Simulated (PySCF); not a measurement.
# SF2 (SMILES FSF): levels of theory compared

Wanted: a comparison of 6 runs (HF/STO-3G, HF/3-21G, BLYP/def2-TZVP, M06-2X/def2-TZVP, SCS-MP2/def2-TZVP, CCSD(T)/def2-TZVP) of SF2. The job is set up through a Python script.

The results are computed with PySCF 2.14.0.

2 further runs of the same task are left out: 2 set aside as unsound or not needed.

### Step 1. The molecule

The species is SF2 (3 atoms), meant as a singlet with charge 0. As SMILES, `FSF`. Geometry: relaxed at PBE0-D4/def2-TZVP.

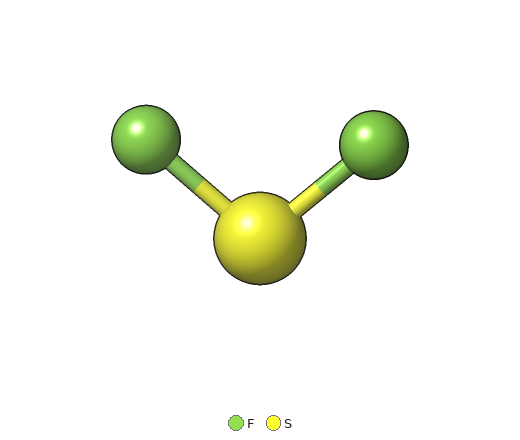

Viewed from a chosen angle; fluorine green, sulfur yellow.

### Step 2. A single-point energy at HF/STO-3G (run 1)

mol.xyz reads:

```xyz
3
F2S
F      0.440140     1.116450     0.365400
S     -0.601990     0.126530    -0.315250
F      0.161840    -1.242970    -0.050150
```

input.py reads:

```python
# sulfur difluoride
from pyscf import gto, scf

system = gto.M(
    atom='mol.xyz',
    charge=0,
    max_memory=1860,
    verbose=3,
    basis='sto-3g',
    spin=0,
)

myscf = scf.RHF(system)
myscf.conv_tol = 1e-10
myscf.kernel()
if not myscf.converged:
    myscf = myscf.newton().run(myscf.mo_coeff, myscf.mo_occ)

e_final = myscf.e_tot
print('Final energy', e_final)
```

Started as:

```
$ OMP_NUM_THREADS=1 python input.py
```

Log:

```text
converged SCF energy = -589.168870932077
Final energy -589.1688709320774
```

Wall time 0.62 s (1 thread of Arm Neoverse V1, shared host); peak memory 0.099 GiB.

### Step 3. A single-point energy at HF/3-21G (run 2)

job.py reads:

```python
# sulfur difluoride
from pyscf import gto, scf

mol = gto.M(
    atom='''
F      0.831744     2.109785     0.690506
S     -1.137596     0.239107    -0.595736
F      0.305833    -2.348873    -0.094770
''',
    unit='bohr',
    verbose=3,
    max_memory=1860,
    basis='3-21g',
    charge=0,
)

mf = scf.RHF(mol)
mf.conv_tol = 1e-10
mf.kernel()
if not mf.converged:
    mf = mf.newton().run(mf.mo_coeff, mf.mo_occ)

e_final = mf.e_tot
print(f'total energy: {e_final:.8f} hartree')
```

Started as:

```
$ OMP_NUM_THREADS=1 python job.py
```

Log:

```text
converged SCF energy = -593.278254145189
total energy: -593.27825415 hartree
```

Run time: 0.62 s. Hardware: 1 thread of Arm Neoverse V1, shared host; peak memory 0.1 GiB.

Runs 3 to 4 aren't shown in full; the table further down has their settings and results.

### Step 4. The energy at SCS-MP2/def2-TZVP (run 5)

run.py reads:

```python
# sulfur difluoride
from pyscf import gto, scf, mp

mol = gto.M(
    atom='F 0.440140 1.116450 0.365400; S -0.601990 0.126530 -0.315250; F 0.161840 -1.242970 -0.050150',
    spin=0,
    verbose=3,
    max_memory=1860,
    basis='def2-tzvp',
)

mf = scf.RHF(mol)
mf.conv_tol = 1e-10
mf.kernel()
if not mf.converged:
    mf = mf.newton().run(mf.mo_coeff, mf.mo_occ)

pt = mp.MP2(mf, frozen=7).run()
energy = mf.e_tot + 1.2 * pt.e_corr_os + pt.e_corr_ss / 3
print(f'total energy: {energy:.8f} hartree')
```

Started as:

```
$ OMP_NUM_THREADS=1 python run.py
```

Log:

```text
converged SCF energy = -596.44961977492
E(RMP2) = -597.117060705217  E_corr = -0.667440930297341
E(SCS-RMP2) = -597.101687469062  E_corr = -0.652067694141666
total energy: -597.10168747 hartree
```

Wall time 2.5 s (1 thread of Arm Neoverse V1, shared host); peak memory 0.24 GiB.

### Step 5. A single-point energy at CCSD(T)/def2-TZVP (run 6)

run.py reads:

```python
from pyscf import gto, cc

system = gto.Mole()
system.atom = '''
F      0.440140     1.116450     0.365400
S     -0.601990     0.126530    -0.315250
F      0.161840    -1.242970    -0.050150
'''
system.max_memory = 1860
system.charge = 0
system.verbose = 3
system.basis = 'def2-tzvp'
system.build()

mf = system.RHF()
mf.conv_tol = 1e-10
mf.kernel()
if not mf.converged:
    mf = mf.newton().run(mf.mo_coeff, mf.mo_occ)

mycc = cc.CCSD(mf, frozen=7)
mycc.kernel()
e_t = mycc.ccsd_t()
e_final = mycc.e_tot + e_t
print(f'total energy: {e_final:.8f} hartree')
```

Started as:

```
$ OMP_NUM_THREADS=1 python run.py
```

Log:

```text
converged SCF energy = -596.44961977492
E(CCSD) = -597.1312949404947  E_corr = -0.6816751655746145
CCSD(T) correction = -0.0237129546204101
total energy: -597.15500790 hartree
```

Wall time 43 s (1 thread of Arm Neoverse V1, shared host); peak memory 0.6 GiB.

### Step 6. The series

```csv
run,level,integration grid,frozen core orbitals,energy (Eh),dipole moment (D) of the reference,HOMO energy (eV),LUMO energy (eV),wall time
1,HF/STO-3G,–,–,-589.168871,0.70,-7.26,10.56,0.62 s
2,HF/3-21G,–,–,-593.278254,1.92,-10.91,3.37,0.62 s
3,BLYP/def2-TZVP,5,–,-597.926712,0.99,-5.57,-2.63,9.9 s
4,M06-2X/def2-TZVP,5,–,-597.841630,1.22,-8.61,-0.59,20 s
5,SCS-MP2/def2-TZVP,–,7,-597.101687,1.42,-10.78,2.48,2.5 s
6,CCSD(T)/def2-TZVP,–,7,-597.155008,1.42,-10.78,2.48,43 s
```

### Step 7. What came out

| quantity | value |
| --- | --- |
| run 6: total energy | -597.15501 Eh |
| run 6: dipole moment (Hartree–Fock density) | 1.42 D |
| run 6: HOMO energy (Hartree–Fock orbitals) | -10.78 eV |
| run 6: LUMO energy (Hartree–Fock orbitals) | 2.48 eV |
| run 6: HOMO–LUMO gap (Hartree–Fock orbitals) | 13.26 eV |
| run 6: correlation energy (7 core orbitals frozen) | -705.4 mEh |
| run 6: (T) correction | -23.71 mEh |
| run 6: T1 diagnostic | 0.014 |

**Reading.** Over runs 1, 2, 3, 4 the dipole moment (its size) runs from 0.70 D (HF/STO-3G) to 1.92 D (HF/3-21G). Over runs 1, 2, 3, 4 the HOMO–LUMO gap runs from 2.93 eV (BLYP/def2-TZVP) to 17.82 eV (HF/STO-3G). The two ends differ in method and basis. Totals of different functionals can't be ranked against each other. In run 1 the basis is minimal, so the values are rough. All runs together took 77 s, the longest 43 s.
